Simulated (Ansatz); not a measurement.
# WH₃Cl₄OF: geometry relaxation (part 2 of 2)

The same run, continued: WH₃Cl₄OF; RHF/def2-SVP (Ansatz 0.2.0). The input holds or restrains some coordinates. It belongs to a series of runs on one base structure; here: pulled along the bonds that form and break, towards end B.

Geometry of the input (Å):
```
W  0.0000  0.0000  0.0000
H  0.0000  0.0000  2.0700
Cl 2.3900  0.0000  0.0000
Cl 0.0000  2.3900  0.0000
Cl -2.3900  0.0000  0.0000
F  0.0000  -1.8500  0.0000
Cl 0.0000  0.0000  -2.3900
O  1.4721  1.5335  0.7063
H  2.2027  1.0805  1.2365
H  0.7317  0.7622  1.9256
```

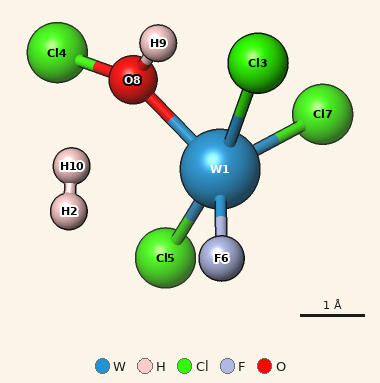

*The geometry at step 10 of the log (ball-and-stick view, seen at a tilt; atoms are numbered from 1 in the order of the input).*

### Trajectory as extended XYZ, continued
```
10
Properties=species:S:1:pos:R:3:forces:R:3 step=3 energy=-56587.27326
W     0.0714    0.0690   -0.2634   -1.6038  -2.5518   2.3347
H     0.0856    0.0902    2.4138   -1.6830  -1.7727   0.8514
Cl    2.5424   -0.1311   -0.0204    3.3458  -3.1013  -0.2877
Cl   -0.0924    2.5118    0.0067   -1.1647   2.2357   0.6772
Cl   -2.3545    0.0053    0.0020    0.9226   0.1812  -0.0436
F     0.0020   -1.7980    0.0073    0.0583   1.4773   0.0055
Cl    0.0079    0.0023   -2.4631    0.1827   0.1024  -2.2802
O     1.4302    1.4926    0.4817   -0.3720   1.2127   0.2340
H     2.1797    1.1110    1.2045   -0.9513   0.7924  -1.0934
H     0.5342    0.5630    2.1793    1.2653   1.4239  -0.3980
10
Properties=species:S:1:pos:R:3:forces:R:3 step=4 energy=-56588.22404
W     0.0806    0.0521   -0.3049   -1.2041  -3.3895   0.8060
H     0.1182    0.1235    2.6061   -1.8043  -2.1171   1.5208
Cl    2.6180   -0.2508   -0.0133    1.9926  -1.7662   0.1912
Cl   -0.1988    2.5579    0.1100    0.7446   0.9801   0.7627
Cl   -2.3057    0.0540   -0.0311    0.4632  -0.0255  -0.0375
F     0.0066   -1.7874    0.0132   -0.1879   0.9941  -0.0429
Cl    0.0850    0.0327   -2.5547    0.1576   0.2666  -1.1384
O     1.3429    1.4306    0.3743   -0.5727   2.7719   0.8397
H     2.1590    1.1339    1.0866   -1.1640   0.3805  -1.7328
H     0.5006    0.5697    2.2622    1.5749   1.9050  -1.1686
10
Properties=species:S:1:pos:R:3:forces:R:3 step=5 energy=-56589.48146
W     0.0875   -0.0892   -0.3078   -0.0693  -2.2803  -0.3196
H     0.0367    0.2175    2.6165   -1.0804  -0.6842   0.6193
Cl    2.7171   -0.3006    0.0933    1.1173  -1.0616   0.2811
Cl   -0.2135    2.6442    0.2567    2.1400  -0.1366   0.5222
Cl   -2.2618    0.0817   -0.0477    0.1469  -0.1463  -0.0473
F    -0.0345   -1.8827    0.0164   -0.1001   0.0939   0.2167
Cl    0.1239    0.1144   -2.5889    0.0825   0.2544  -0.2361
O     1.2086    1.3999    0.3239   -2.1834   3.7540   0.7935
H     2.1582    1.1910    0.8949   -0.9390  -0.2094  -1.5882
H     0.5845    0.5400    2.2910    0.8856   0.4162  -0.2417
10
Properties=species:S:1:pos:R:3:forces:R:3 step=6 energy=-56590.44758
W     0.1025   -0.2348   -0.3097    0.3193  -0.7973  -0.9129
H     0.0215    0.1963    2.5951   -0.2848  -0.2119   0.1923
Cl    2.7889   -0.3122    0.1932    0.3145  -0.1969   0.1501
Cl   -0.1833    2.7804    0.3383    2.3830  -1.1950   0.2166
Cl   -2.2188    0.1234   -0.0703    0.2110  -0.1419  -0.0982
F    -0.0823   -1.9920    0.0725    0.0406  -0.3948   0.4950
Cl    0.1687    0.1993   -2.5731    0.0414   0.0272   0.1580
O     1.0529    1.3888    0.2972   -1.7165   3.6937   0.9895
H     2.1437    1.2394    0.7021   -1.4157  -0.7033  -1.4059
H     0.6126    0.5276    2.3031    0.1072  -0.0798   0.2156
10
Properties=species:S:1:pos:R:3:forces:R:3 step=7 energy=-56591.06048
W     0.1413   -0.2963   -0.3279    0.1913  -0.1911  -0.9066
H     0.0108    0.1423    2.5695   -0.2228  -0.1990   0.2039
Cl    2.7899   -0.3209    0.2079   -0.1308   0.3157  -0.0705
Cl   -0.1092    2.9408    0.4209    2.0204  -2.1259  -0.0247
Cl   -2.1486    0.1285   -0.1062   -0.0577  -0.0331  -0.1105
F    -0.0658   -2.0257    0.1796    0.1612  -0.1701   0.4800
Cl    0.1952    0.2064   -2.5814    0.1202  -0.1078   0.3126
O     0.9151    1.4172    0.3144   -0.5666   3.1083   0.7222
H     2.0767    1.2164    0.5568   -1.5750  -0.4969  -0.8451
H     0.6010    0.5074    2.3148    0.0599  -0.0999   0.2386
10
Properties=species:S:1:pos:R:3:forces:R:3 step=8 energy=-56591.46221
W     0.1361   -0.2862   -0.3273    0.3542  -0.9550  -0.6606
H     0.0258    0.0573    2.5766   -0.4000  -0.3148   0.2660
Cl    2.7777   -0.2631    0.1395   -0.1420  -0.0047  -0.1725
Cl   -0.0562    2.9623    0.4755    1.6077  -1.8031  -0.0442
Cl   -2.1467    0.1941   -0.2088   -0.1019  -0.1001  -0.0318
F    -0.0458   -1.9755    0.3722    0.0548   0.6073   0.0610
Cl    0.2448    0.1556   -2.5930    0.1049  -0.1283   0.4292
O     0.8702    1.4344    0.3371   -0.4236   2.6462   0.4546
H     2.0006    1.2236    0.4854   -1.3172   0.0095  -0.4546
H     0.6000    0.4137    2.2914    0.2631   0.0429   0.1529
10
Properties=species:S:1:pos:R:3:forces:R:3 step=9 energy=-56591.83239
W     0.1828   -0.2602   -0.3589   -0.6965  -2.4573   0.4001
H     0.0138    0.0036    2.5706   -0.8675  -0.5851   0.4806
Cl    2.7213   -0.2394    0.0244    0.2261  -0.6019  -0.3037
Cl    0.0495    2.9738    0.5587    0.8618  -0.9162  -0.0219
Cl   -2.1350    0.1720   -0.2676    0.0222  -0.0517  -0.0671
F    -0.0415   -1.8814    0.5422    0.2274   1.1594  -0.4779
Cl    0.3367    0.1117   -2.5771    0.0989   0.0717  -0.4307
O     0.8253    1.4497    0.3675   -0.0625   1.9463   0.1736
H     1.8701    1.2341    0.3843   -0.5834   1.0466   0.2695
H     0.5834    0.3524    2.3043    0.7734   0.3882  -0.0224
10
Properties=species:S:1:pos:R:3:forces:R:3 step=10 energy=-56591.98728
W     0.1905   -0.2324   -0.3467   -0.5159  -3.4792   0.1879
H     0.0517   -0.0961    2.5676   -0.5601  -0.6355   0.4001
Cl    2.7189   -0.3473   -0.1356   -0.4320  -0.0226   0.0050
Cl    0.1007    2.9586    0.6250    0.0004   0.9669   0.2236
Cl   -2.1478    0.1558   -0.3485    0.1050   0.0419   0.0505
F    -0.0020   -1.7969    0.6788    0.0664   1.3578  -0.8941
Cl    0.4026    0.0839   -2.5739   -0.0935   0.0844  -0.3159
O     0.8007    1.4885    0.3957    0.6478  -0.1277  -0.1895
H     1.7834    1.2979    0.3714    0.3014   1.3042   0.4329
H     0.5077    0.4042    2.3144    0.4806   0.5098   0.0995
10
Properties=species:S:1:pos:R:3:forces:R:3 step=11 energy=-56592.17896
W     0.2133   -0.2884   -0.3743   -0.4510  -1.7105  -0.1848
H     0.0725   -0.1028    2.5312   -0.0443  -0.0765   0.1703
Cl    2.6909   -0.3366   -0.1285    0.1446  -0.3987  -0.1390
Cl    0.1206    2.9156    0.7283   -0.0717   0.6809   0.1822
Cl   -2.1122    0.1601   -0.3474   -0.0808  -0.0188  -0.0055
F     0.0034   -1.7898    0.6833    0.0568   0.5342  -0.4661
Cl    0.3663    0.0628   -2.6191   -0.0229  -0.0782  -0.0892
O     0.8128    1.4663    0.3509    0.6748   0.1645  -0.1078
H     1.8011    1.3205    0.3984   -0.1555   0.9820   0.2794
H     0.4378    0.5085    2.3255   -0.0499  -0.0789   0.3605
10
Properties=species:S:1:pos:R:3:forces:R:3 step=12 energy=-56592.28397
W     0.2433   -0.2919   -0.3819   -0.5135  -1.4963  -0.5309
H     0.0723   -0.1061    2.5350   -0.4217  -0.8706   0.4074
Cl    2.6995   -0.4082   -0.1755    0.0617  -0.1982  -0.1231
Cl    0.1106    2.9126    0.7637    0.0140   0.3146   0.0674
Cl   -2.0886    0.1710   -0.3432   -0.0452   0.0111   0.0009
F     0.0182   -1.7722    0.6763    0.0300   0.1895  -0.2195
Cl    0.3538    0.0286   -2.6426    0.0071  -0.0599   0.0443
O     0.8239    1.4580    0.3735    0.3823   0.7309  -0.0749
H     1.8000    1.4028    0.3911    0.1544   0.6640   0.3098
H     0.3735    0.5217    2.3519    0.3310   0.7149   0.1184
10
Properties=species:S:1:pos:R:3:forces:R:3 step=13 energy=-56592.31547
W     0.2783   -0.3017   -0.3923   -0.5993  -1.0999  -0.9476
H     0.0593   -0.0870    2.5263   -0.8464  -1.6088   0.6513
Cl    2.7002   -0.5004   -0.2911    0.0969  -0.0070   0.0759
Cl    0.0701    2.9182    0.7744   -0.0699  -0.0818  -0.0526
Cl   -2.0596    0.2081   -0.3370    0.0402   0.0277   0.0000
F     0.0298   -1.7528    0.6751   -0.0190  -0.1893   0.0388
Cl    0.3485   -0.0442   -2.6683   -0.0036  -0.0480   0.0821
O     0.8203    1.4622    0.3679    1.2561   1.5220   0.5520
H     1.7828    1.5039    0.5545   -0.6163   0.0280  -0.2913
H     0.3768    0.5098    2.3387    0.7613   1.4570  -0.1086
10
Properties=species:S:1:pos:R:3:forces:R:3 step=14 energy=-56592.34288
W     0.2615   -0.2945   -0.3836   -0.3897  -1.3499  -0.7941
H     0.2057   -0.1375    2.5363   -0.5117  -1.3559   0.5337
Cl    2.6796   -0.5458   -0.1938    0.0029   0.0191  -0.0155
Cl   -0.0097    2.9126    0.7167    0.0250   0.0197   0.0144
Cl   -2.0577    0.2723   -0.3635   -0.0449   0.0100  -0.0283
F    -0.0484   -1.7804    0.6224    0.0015  -0.0570   0.0660
Cl    0.3882   -0.0461   -2.6537    0.0054   0.0033   0.0339
O     0.7998    1.4691    0.3830   -0.0795   1.4792   0.1519
H     1.7400    1.5613    0.5288    0.5732   0.0723   0.0479
H     0.4476    0.5051    2.3557    0.4179   1.1593  -0.0099
10
Properties=species:S:1:pos:R:3:forces:R:3 step=15 energy=-56592.34417
W     0.2615   -0.2936   -0.3721   -0.4149  -1.3520  -0.7328
H     0.1431   -0.1454    2.5460   -0.5857  -1.3174   0.5626
Cl    2.6845   -0.5194   -0.2059    0.0443   0.0092  -0.0245
Cl    0.0189    2.9207    0.7262    0.0056  -0.0166   0.0023
Cl   -2.0625    0.2616   -0.3551   -0.0023  -0.0016  -0.0062
F    -0.0190   -1.7773    0.6459   -0.0388  -0.0725   0.0255
Cl    0.3786   -0.0395   -2.6410   -0.0100  -0.0010  -0.0047
O     0.8092    1.4671    0.3897    0.7611   1.6431   0.2164
H     1.7735    1.5658    0.4721   -0.2612  -0.0477   0.0124
H     0.4187    0.4761    2.3426    0.5019   1.1566  -0.0511
10
Properties=species:S:1:pos:R:3:forces:R:3 step=16 energy=-56592.34309
W     0.2634   -0.2935   -0.3793   -0.4704  -1.4835  -0.6378
H     0.1934   -0.1524    2.5414   -0.4012  -1.4528   0.5654
Cl    2.6907   -0.5126   -0.2233   -0.0104  -0.0007  -0.0082
Cl    0.0226    2.9129    0.7367   -0.0335   0.0499   0.0153
Cl   -2.0608    0.2680   -0.3683    0.0287  -0.0046  -0.0010
F    -0.0259   -1.7740    0.6491    0.0179   0.0635  -0.0632
Cl    0.3734   -0.0549   -2.6481    0.0066   0.0078  -0.0336
O     0.8096    1.4626    0.3919    0.6001   1.5604   0.2030
H     1.7683    1.5536    0.4966   -0.0477  -0.0193   0.0000
H     0.3718    0.5065    2.3519    0.3099   1.2793  -0.0401
```

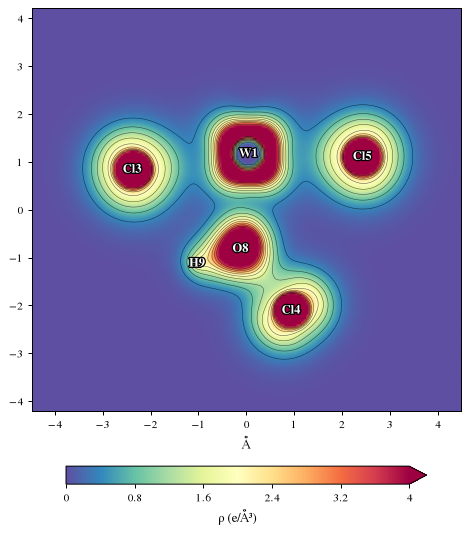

*Electron density on the plane of atoms W1, O8 and H9.*

Atoms in the plane: W, Cl, O and H. W–Cl (2.39 Å): ρ at the midpoint is about 0.55 e/Å³.

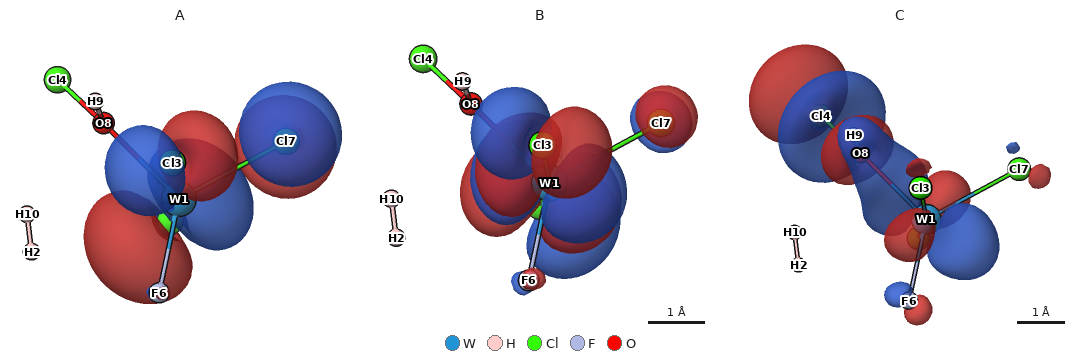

*Three frontier orbitals at ±0.1 Å⁻³ᐟ² (blue and red are the two phases).*

A is the HOMO−1 (−11.58 eV). B is the HOMO (−9.77 eV). By Hirshfeld shares it lies mainly on W1 (50 %), Cl5 (25 %) and Cl3 (15 %). C is the LUMO (0.00 eV). It lies mainly on Cl4 (50 %), W1 (25 %) and O8 (15 %). The HOMO–LUMO gap is 9.77 eV between the orbital energies.
